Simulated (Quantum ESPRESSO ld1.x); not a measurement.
# Atomic calculation for Rb

- system: the neutral rubidium atom in the configuration [Kr] 5s1.
- method: scalar-relativistic Kohn-Sham, PW91, spin-unpolarised, spherical densities, point nucleus (Quantum ESPRESSO ld1.x 7.5)

Key numbers:

```
                       quantity                      value
                        outcome                  converged
                   total energy         −2981.7846 hartree
                 kinetic energy          3053.7956 hartree
        electron–nucleus energy         −7185.4204 hartree
                 Hartree energy          1251.1011 hartree
    exchange–correlation energy        −101.260834 hartree
radius at density 0.001 e/bohr³                  4.51 bohr
                 SCF iterations                         49
                       hardware  1 CPU thread, shared host
                      wall time                     0.72 s
```

The input:
```
 &input
    zed=37.0,
    iswitch=1,
    rel=1,
    dft='PW91',
    config='[Kr] 5s1',
    verbosity='high',
    prefix='ld1',
    max_out_wfc=37,
    file_charge='ld1.rho',
 /
```

Run as:
```bash
OMP_NUM_THREADS=1 ld1.x < ld1.in > ld1.out
```

The program's output:
```
     Program LD1 v.7.5 starts

     --------------------------- All-electron run ----------------------------

     scalar relativistic calculation

     atomic number is 37.00
     dft =PW91   lsd =0 sic =0 latt =0  beta=0.20 tr2=1.0E-14
     Exchange-correlation= PW91
                           (   1   4   2   2   0   0   0)
     mesh =2029 r(mesh) = 100.79433 a.u. xmin = -8.00 dx = 0.00800
     1 Ry =  13.60569312 eV, c = 137.03599908

     n l     nl                  e(Ry)          e(Ha)          e(eV)
     1 0     1S 1( 2.00)   -1105.147753679    -552.573876839 -15036.3011921
     2 0     2S 1( 2.00)    -147.632314672     -73.816157336  -2008.6399685
     2 1     2P 1( 6.00)    -130.892393192     -65.446196596  -1780.8817339
     3 0     3S 1( 2.00)     -21.903725842     -10.951862921   -298.0153721
     3 1     3P 1( 6.00)     -16.534554979      -8.267277489   -224.9640810
     4 0     4S 1( 2.00)      -2.349487485      -1.174743743    -31.9664057
     4 1     4P 1( 6.00)      -1.177527568      -0.588763784    -16.0210787
     3 2     3D 1(10.00)      -7.650477983      -3.825238991   -104.0900557
     5 0     5S 1( 1.00)      -0.164716078      -0.082358039     -2.2410764

     final scf error:  8.7E-15 reached in  49 iterations

     Etot =   -5963.569219 Ry,   -2981.784609 Ha,  -81138.492709 eV

     Ekin =    6107.591106 Ry,    3053.795553 Ha,   83098.010314 eV
     Encl =  -14370.840759 Ry,   -7185.420379 Ha, -195525.249285 eV
     Eh   =    2502.202101 Ry,    1251.101050 Ha,   34044.193913 eV
     Exc  =    -202.521667 Ry,    -101.260833 Ha,   -2755.447651 eV

     normalization and overlap integrals

     s(1S/1S) =  1.000000  <r> =   0.0403  <r2> =    0.0022  r(max) =   0.0264
     s(1S/2S) = -0.006848
     s(1S/3S) = -0.002677
     s(1S/4S) = -0.000956
     s(1S/5S) = -0.000234
     s(2S/2S) =  1.000000  <r> =   0.1778  <r2> =    0.0373  r(max) =   0.1497
     s(2S/3S) = -0.001596
     s(2S/4S) = -0.000554
     s(2S/5S) = -0.000135
     s(2P/2P) =  1.000000  <r> =   0.1551  <r2> =    0.0294  r(max) =   0.1197
     s(2P/3P) = -0.001296
     s(2P/4P) = -0.000386
     s(3S/3S) =  1.000000  <r> =   0.5106  <r2> =    0.2995  r(max) =   0.4516
     s(3S/4S) = -0.000342
     s(3S/5S) = -0.000082
     s(3P/3P) =  1.000000  <r> =   0.5188  <r2> =    0.3146  r(max) =   0.4480
     s(3P/4P) = -0.000258
     s(4S/4S) =  1.000000  <r> =   1.4545  <r2> =    2.4142  r(max) =   1.2574
     s(4S/5S) = -0.000040
     s(4P/4P) =  1.000000  <r> =   1.7252  <r2> =    3.4599  r(max) =   1.4292
     s(3D/3D) =  1.000000  <r> =   0.5253  <r2> =    0.3382  r(max) =   0.3942
     s(5S/5S) =  1.000000  <r> =   5.2576  <r2> =   31.8853  r(max) =   4.3801

     ------------------------ End of All-electron run ------------------------
```

Orbitals:

```tsv
orbital	occupation	energy (eV)	⟨r⟩ (bohr)	outer maximum (bohr)
1s	2	−15036.3	0.04029	0.0264
2s	2	−2008.6	0.1778	0.150
2p	6	−1780.9	0.1551	0.120
3s	2	−298.015	0.5106	0.452
3p	6	−224.964	0.5188	0.448
3d	10	−104.090	0.5253	0.394
4s	2	−31.966	1.454	1.26
4p	6	−16.021	1.725	1.43
5s	1	−2.241	5.258	4.38
```

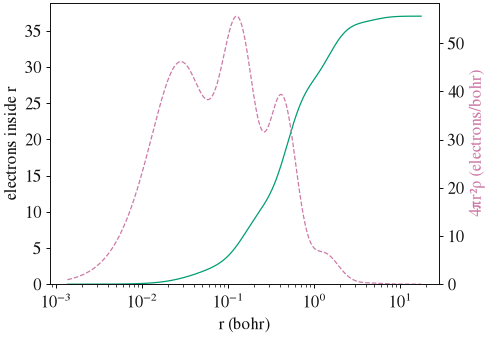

*The number of electrons inside radius r (solid) and the radial density 4πr²ρ (dashed).*

The count levels off at 37 electrons. Half of them lie within 0.467 bohr, 90 % within 1.82 bohr and 99 % within 5.63 bohr. The radial density has minima at 0.0583 and 0.262 bohr, where the count stands at 2.1 and 11.0; these part the shells that the density resolves.

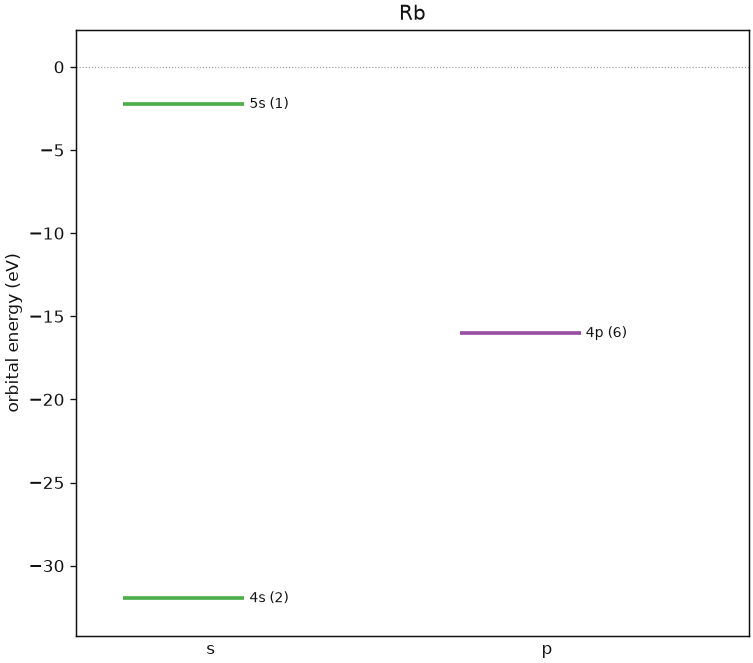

*The outer levels are drawn by angular momentum (occupations in brackets).*

The highest occupied level is 5s at −2.24 eV. From the top down the occupied levels run 5s (−2.24 eV), 4p (−16.0 eV), 4s (−32.0 eV). The measured ionisation energy (NIST) is 4.18 eV; minus the highest level, 2.24 eV, lies 46 % below it, as is usual for a semilocal functional, whose potential decays too fast.

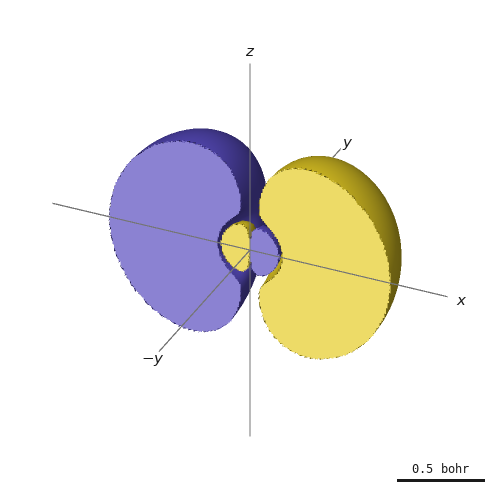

*The 3p(x) orbital. The surface of constant |ψ| that holds about 90 % of the electron is drawn, yellow where ψ is positive and blue where it is negative, with the half in front of the xz plane cut away and the cut face painted. The radial function comes from the spherical calculation and is multiplied by a real spherical harmonic; the overall sign is chosen so that the largest lobe of P(r) is positive; at the scalar-relativistic level it is the large component.*

It has the nodal plane yz and 1 radial node, at r = 0.194 bohr. The outermost maximum of P² lies at 0.448 bohr, ⟨r⟩ = 0.519 bohr, 90 % of the charge lies within 0.789 bohr, and the eigenvalue is −225.0 eV, with 6 electrons in the shell.

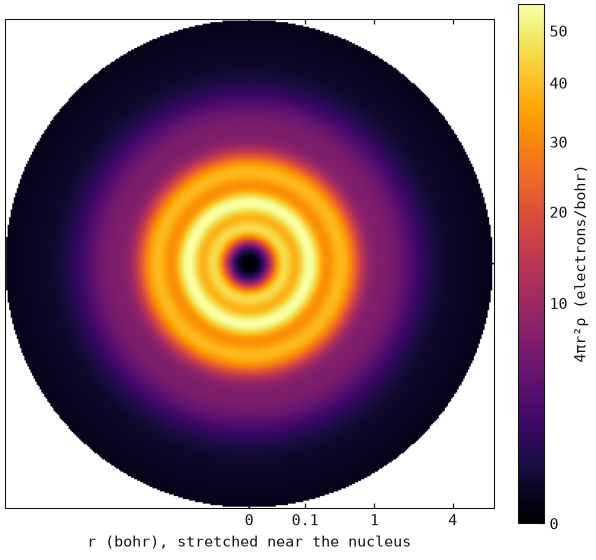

*The radial density 4πr²ρ as a disc about the nucleus, with the radius drawn as r to the power 0.35.*

There are 3 maxima, at r = 0.0284, 0.126 and 0.414 bohr, parted by minima at 0.0583 and 0.262 bohr, inside which lie 2.1 and 11.0 electrons. The configuration has 5 principal shells, so not every shell has a maximum of its own.
